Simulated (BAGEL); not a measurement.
# A workflow on C2H7BO (SMILES CCBO)

We compute the energy (HF/6-31G*), then a single-point energy (NEVPT2(2,2)/6-31G*), then the energy (CASPT2(2,2)/6-31G*) of C2H7BO. 

The results are computed with BAGEL 1.2.2.

1 further run of the same task is left out (set aside as unsound or not needed).

**1. Starting point**

The species is C2H7BO (11 atoms), meant as a singlet with charge 0. As SMILES, `CCBO`. One bond was lengthened or shortened from a relaxed shape.

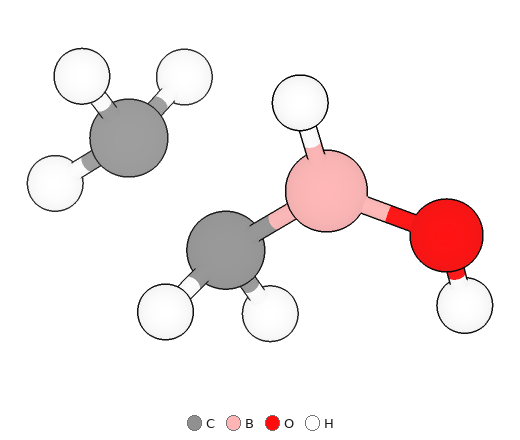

The structure, seen from a chosen angle (carbon grey, boron pink, oxygen red, hydrogen white).

**2. A single-point energy at HF/6-31G(d) (density fitting with svp-jkfit, spherical functions) (run 1)**

The input, hf.json:

```json
{ "bagel": [

{
  "title": "molecule",
  "basis": "6-31gs.json",
  "df_basis": "svp-jkfit",
  "angstrom": true,
  "geometry": [
    { "atom": "C", "xyz": [      -0.617406,       1.530027,       0.148417 ] },
    { "atom": "C", "xyz": [      -0.148100,      -0.126400,       0.498700 ] },
    { "atom": "B", "xyz": [       0.844200,      -0.749700,      -0.545000 ] },
    { "atom": "O", "xyz": [       0.775200,      -2.034600,      -0.968200 ] },
    { "atom": "H", "xyz": [      -1.184806,       1.594627,      -0.783583 ] },
    { "atom": "H", "xyz": [      -1.239306,       1.953227,       0.940617 ] },
    { "atom": "H", "xyz": [       0.261094,       2.170027,       0.036717 ] },
    { "atom": "H", "xyz": [      -1.037300,      -0.754700,       0.640300 ] },
    { "atom": "H", "xyz": [       0.380300,      -0.147700,       1.464300 ] },
    { "atom": "H", "xyz": [       1.748300,      -0.108300,      -1.010000 ] },
    { "atom": "H", "xyz": [       0.038500,      -2.519500,      -0.584400 ] }
  ]
},

{ "title": "hf" },

{ "title": "print", "file": "orbitals.molden", "orbitals": true }

]}
```

The basis set 6-31G* is read from a file made from the Basis Set Exchange's data (not shown).

Run with:

```console
BAGEL_NUM_THREADS=1 BAGEL hf.json > hf.out
```

The program printed:

```text
* using 1 threads per process

  ===============================================================
  ===============================================================

  *** Geometry ***

  { "atom" : "C", "xyz" : [     -1.166728,      2.891332,      0.280467 ] },
  { "atom" : "C", "xyz" : [     -0.279868,     -0.238861,      0.942406 ] },
  { "atom" : "B", "xyz" : [      1.595307,     -1.416728,     -1.029901 ] },
  { "atom" : "O", "xyz" : [      1.464916,     -3.844837,     -1.829633 ] },
  { "atom" : "H", "xyz" : [     -2.238959,      3.013408,     -1.480757 ] },
  { "atom" : "H", "xyz" : [     -2.341949,      3.691064,      1.777509 ] },
  { "atom" : "H", "xyz" : [      0.493396,      4.100757,      0.069385 ] },
  { "atom" : "H", "xyz" : [     -1.960213,     -1.426176,      1.209992 ] },
  { "atom" : "H", "xyz" : [      0.718663,     -0.279113,      2.767126 ] },
  { "atom" : "H", "xyz" : [      3.303808,     -0.204657,     -1.908623 ] },
  { "atom" : "H", "xyz" : [      0.072754,     -4.761165,     -1.104356 ] },

  Number of auxiliary basis functions:      428

  Since a DF basis is specified, we compute 2- and 3-index integrals:
    o Being stored without compression. Storage requirement is 0.017 GB

  Number of basis functions:       70
  Number of electrons      :       32

    * METHOD: MOLECULE                             0.16

  *** RHF ***

  === Nuclear Repulsion ===
   108.5499535842

      * DIIS with orbital gradients will be used.

  === RHF iteration (6-31gs.json) ===
      0       -179.19920538          0.02210249           0.03
      1       -179.33374513          0.01218482           0.02
      2       -179.37999418          0.00217730           0.02
      3       -179.38185479          0.00052124           0.02
      4       -179.38196650          0.00008698           0.02
      5       -179.38197091          0.00002061           0.02
      6       -179.38197118          0.00000720           0.02
      7       -179.38197122          0.00000174           0.03
      8       -179.38197122          0.00000067           0.02
      9       -179.38197122          0.00000026           0.02
     10       -179.38197122          0.00000009           0.03
     11       -179.38197122          0.00000004           0.02
     12       -179.38197122          0.00000001           0.02
    * SCF iteration converged.

    * Permanent dipole moment:
           (    0.613998,     0.060347,    -0.465209) a.u.

    * METHOD: HF                                   0.41

    * METHOD: PRINT                                0.01

  ===============================================================
```

Run time: 0.94 s. Hardware: 1 thread of Intel Xeon 6975P-C (Granite Rapids), shared host; peak memory 0.15 GiB.

**3. A single-point energy at NEVPT2(2,2)/6-31G(d) (density fitting with svp-jkfit, spherical functions) (run 2)**

The input, input.json:

```json
{ "bagel": [

{
  "title": "molecule",
  "basis": "6-31gs.json",
  "df_basis": "svp-jkfit",
  "angstrom": true,
  "geometry": [
    { "atom": "C", "xyz": [   -0.617406,    1.530027,    0.148417 ] },
    { "atom": "C", "xyz": [   -0.148100,   -0.126400,    0.498700 ] },
    { "atom": "B", "xyz": [    0.844200,   -0.749700,   -0.545000 ] },
    { "atom": "O", "xyz": [    0.775200,   -2.034600,   -0.968200 ] },
    { "atom": "H", "xyz": [   -1.184806,    1.594627,   -0.783583 ] },
    { "atom": "H", "xyz": [   -1.239306,    1.953227,    0.940617 ] },
    { "atom": "H", "xyz": [    0.261094,    2.170027,    0.036717 ] },
    { "atom": "H", "xyz": [   -1.037300,   -0.754700,    0.640300 ] },
    { "atom": "H", "xyz": [    0.380300,   -0.147700,    1.464300 ] },
    { "atom": "H", "xyz": [    1.748300,   -0.108300,   -1.010000 ] },
    { "atom": "H", "xyz": [    0.038500,   -2.519500,   -0.584400 ] }
  ]
},
{
  "title": "hf"
},
{
  "title": "casscf",
  "nstate": 1,
  "nact": 2,
  "nclosed": 15,
  "active": [15, 23],
  "maxiter": 200,
  "natocc": true
},
{
  "title": "nevpt2",
  "nstate": 1,
  "nact": 2,
  "nclosed": 15,
  "active": [15, 23],
  "maxiter": 200,
  "natocc": true,
  "ncore": 4
},
{
  "title": "print",
  "file": "orbitals.molden",
  "orbitals": true
}

]}
```

The basis set 6-31G* is read from a file made from the Basis Set Exchange's data (not shown).

Run with:

```console
BAGEL_NUM_THREADS=1 BAGEL input.json > input.out
```

The program printed:

```text
* using 1 threads per process

  ===============================================================
  ===============================================================

  *** Geometry ***

  { "atom" : "C", "xyz" : [     -1.166728,      2.891332,      0.280467 ] },
  { "atom" : "C", "xyz" : [     -0.279868,     -0.238861,      0.942406 ] },
  { "atom" : "B", "xyz" : [      1.595307,     -1.416728,     -1.029901 ] },
[... 7 lines of this table left out ...]
  { "atom" : "H", "xyz" : [      0.072754,     -4.761165,     -1.104356 ] },

  Number of auxiliary basis functions:      428

  Since a DF basis is specified, we compute 2- and 3-index integrals:
    o Being stored without compression. Storage requirement is 0.017 GB

[... 18 lines left out ...]
    * SCF iteration converged.
[... 1 line left out ...]
    * Permanent dipole moment:
[... 27 lines left out ...]
    * Second-order optimization converged. *
[... 1 line left out ...]
     guess   0:   closed 1.                   open ..

  === FCI iteration ===

      0  0      -179.38157309     8.23e-02      0.00
      1  0      -179.40313747     4.65e-04      0.00
      2  0 *    -179.40313857     7.83e-16      0.00

     * ci vector, state   0, <S^2> = 0.0000
       2.     0.9915168088
       .2    -0.1299785283

    * METHOD: CASSCF                               1.38

    * freezing 4 orbitals

  === DF-NEVPT2 calculation ===

    * 3-index integral transformation done
    * assembly done

      NEVPT2 correlation energy:   -0.4904099789      0.09

          (+0)     -0.4060477694
          (+0)'    -0.0286988770
          (+1)     -0.0082769367
          (+1)'    -0.0000000000
          (+2)     -0.0005038878
          (-1)     -0.0412456927
          (-1)'     0.0000000000
          (-2)     -0.0056368154

      NEVPT2 total energy:       -179.8935485486

    * METHOD: NEVPT2                               0.15

    * METHOD: PRINT                                0.01

  ===============================================================
```

Wall time 2.4 s (1 thread of Intel Xeon 6975P-C (Granite Rapids), shared host); peak memory 0.15 GiB.

**4. A single-point energy at CASPT2(2,2)/6-31G(d) (density fitting with svp-jkfit, spherical functions) (run 3)**

The input, job.json:

```json
{ "bagel" : [

{
  "title" : "molecule",
  "basis" : "6-31gs.json",
  "df_basis" : "svp-jkfit",
  "angstrom" : true,
  "geometry" : [
    { "atom" : "C", "xyz" : [      -0.617406,       1.530027,       0.148417 ] },
    { "atom" : "C", "xyz" : [      -0.148100,      -0.126400,       0.498700 ] },
    { "atom" : "B", "xyz" : [       0.844200,      -0.749700,      -0.545000 ] },
    { "atom" : "O", "xyz" : [       0.775200,      -2.034600,      -0.968200 ] },
    { "atom" : "H", "xyz" : [      -1.184806,       1.594627,      -0.783583 ] },
    { "atom" : "H", "xyz" : [      -1.239306,       1.953227,       0.940617 ] },
    { "atom" : "H", "xyz" : [       0.261094,       2.170027,       0.036717 ] },
    { "atom" : "H", "xyz" : [      -1.037300,      -0.754700,       0.640300 ] },
    { "atom" : "H", "xyz" : [       0.380300,      -0.147700,       1.464300 ] },
    { "atom" : "H", "xyz" : [       1.748300,      -0.108300,      -1.010000 ] },
    { "atom" : "H", "xyz" : [       0.038500,      -2.519500,      -0.584400 ] }
  ]
},

{ "title" : "hf" },

{ "title" : "casscf", "nstate" : 1, "nact" : 2, "nclosed" : 15, "active" : [15, 23], "maxiter" : 200, "natocc" : true },

{ "title" : "print", "file" : "orbitals.molden", "orbitals" : true },

{ "title" : "smith", "method" : "caspt2", "ms" : true, "xms" : true, "sssr" : true, "shift" : 0.2, "shift_imag" : true, "ncore" : 4 }

]}
```

The basis set 6-31G* is read from a file made from the Basis Set Exchange's data (not shown).

Run with:

```console
BAGEL_NUM_THREADS=1 BAGEL job.json > job.out
```

The program printed:

```text
* using 1 threads per process

  ===============================================================
  ===============================================================

  *** Geometry ***

  { "atom" : "C", "xyz" : [     -1.166728,      2.891332,      0.280467 ] },
  { "atom" : "C", "xyz" : [     -0.279868,     -0.238861,      0.942406 ] },
  { "atom" : "B", "xyz" : [      1.595307,     -1.416728,     -1.029901 ] },
[... 7 lines of this table left out ...]
  { "atom" : "H", "xyz" : [      0.072754,     -4.761165,     -1.104356 ] },

  Number of auxiliary basis functions:      428

  Since a DF basis is specified, we compute 2- and 3-index integrals:
    o Being stored without compression. Storage requirement is 0.017 GB

[... 18 lines left out ...]
    * SCF iteration converged.
[... 1 line left out ...]
    * Permanent dipole moment:
[... 27 lines left out ...]
    * Second-order optimization converged. *
[... 9 lines left out ...]
     * ci vector, state   0, <S^2> = 0.0000
[... 16 lines left out ...]
    * Zeroth order energy : state  0       -1.0056345111
[... 4 lines left out ...]
       #      aibj      arbs      arbi      airj      risj      airs      arst      rist         Etot      error   time
[... 2 lines left out ...]
       0  -0.40562  -0.00669  -0.04210  -0.00908  -0.00073  -0.02514  -0.00000  -0.00000   -0.4893558  0.0019935   0.08
       1  -0.40587  -0.00676  -0.04232  -0.00924  -0.00078  -0.02574  -0.00000  -0.00000   -0.4907017  0.0003227   0.06
       2  -0.40590  -0.00676  -0.04231  -0.00924  -0.00078  -0.02575  -0.00000  -0.00000   -0.4907478  0.0000605   0.06
       3  -0.40590  -0.00676  -0.04231  -0.00924  -0.00078  -0.02576  -0.00000  -0.00000   -0.4907490  0.0000120   0.06
       4  -0.40590  -0.00676  -0.04231  -0.00924  -0.00078  -0.02576  -0.00000  -0.00000   -0.4907490  0.0000023   0.05
       5  -0.40590  -0.00676  -0.04231  -0.00924  -0.00078  -0.02576   0.00000  -0.00000   -0.4907490  0.0000004   0.05

      ------------------------------------------------------------------------------------------------------------------

    * CASPT2 energy : state  0     -179.8961332033
        w/o shift correction       -179.8938875828
        reference weight              0.8647259407

    * METHOD: SMITH                                0.52

  ===============================================================
```

Wall time 2.8 s (1 thread of Intel Xeon 6975P-C (Granite Rapids), shared host); peak memory 0.15 GiB.

**5. What came out**

| quantity | value |
| --- | --- |
| run 1, HF/6-31G*: total energy | -179.38197 Eh |
| run 1, HF/6-31G*: dipole moment | 1.96 D |
| run 1, HF/6-31G*: HOMO energy | -11.85 eV |
| run 1, HF/6-31G*: LUMO energy | 4.50 eV |
| run 1, HF/6-31G*: HOMO–LUMO gap | 16.35 eV |
| run 2, NEVPT2(2,2)/6-31G*: total energy | -179.89355 Eh |
| run 3, CASPT2(2,2)/6-31G*: total energy | -179.89613 Eh |
